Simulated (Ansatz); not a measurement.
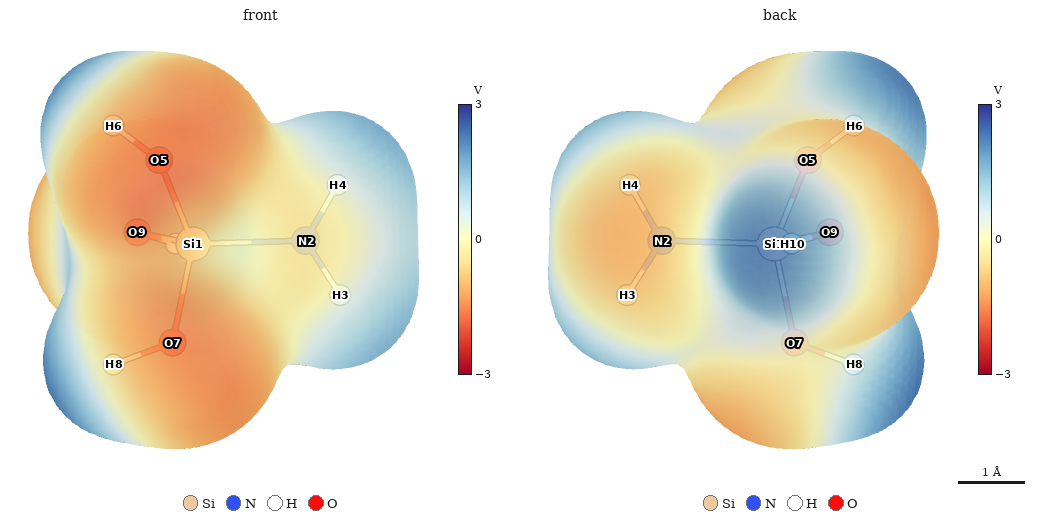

*H5NO3Si. The molecular electrostatic potential painted on the density surface at 0.002 e/bohr³, seen from the front and from behind; red is negative and blue positive.*

Theory: RKS BLYP-D4/6-31G* in Ansatz 0.2.0.

```xyz
10

Si   -0.0646   -0.0804    0.1706
N    -0.0968   -0.1262    1.8962
H    -0.6634    0.5801    2.3677
H     0.7938   -0.2522    2.3788
O     1.5063    0.0507   -0.3872
H     1.7287   -0.6562   -1.0258
O    -1.0345    1.2147   -0.2492
H    -1.4377    1.1244   -1.1356
O    -0.6514   -1.4921   -0.5315
H    -1.1733   -2.0111    0.1128
```

Q: Which sites attract a positive test charge, and which a negative one?

A: A positive charge is drawn to the negative regions and a negative charge to the positive ones. The most negative region (about −1.6 V) lies over O5, the most positive (about +2.3 V) over H6, H8 and H10. O5 is the likeliest acceptor of a hydrogen bond.
